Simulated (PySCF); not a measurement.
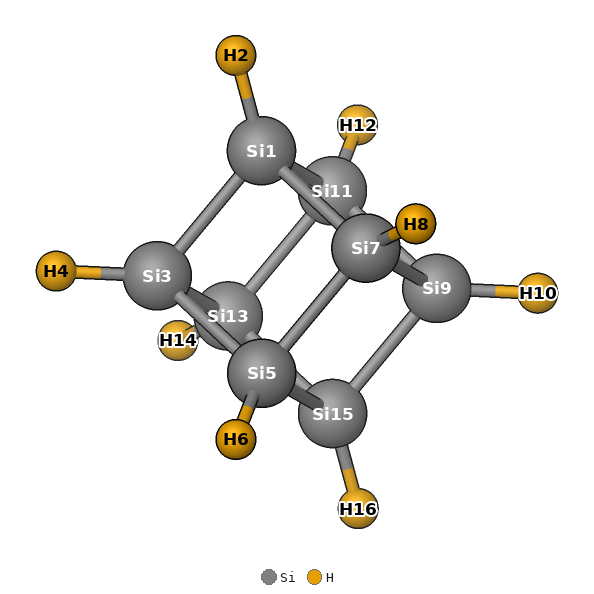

The geometry was computed by an optimisation with PBE0-D3(BJ)/def2-SVP. No frequency run is at hand to confirm it as a minimum. Level of theory: delta-SCF UKS SCAN, pcX-2 on the ionised atom (unc-x2c-TZVPall on a metal), pcseg-1 elsewhere, spin-free X2C (PySCF 2.14.0).

Give the core-electron binding energies (to vacuum; p and d levels without spin–orbit splitting) of Si1 1s, Si1 2p.

| atom | level | binding energy (eV) |
| --- | --- | --- |
| Si1 | 1s | 1845.1 |
| Si1 | 2p | 105.7 |
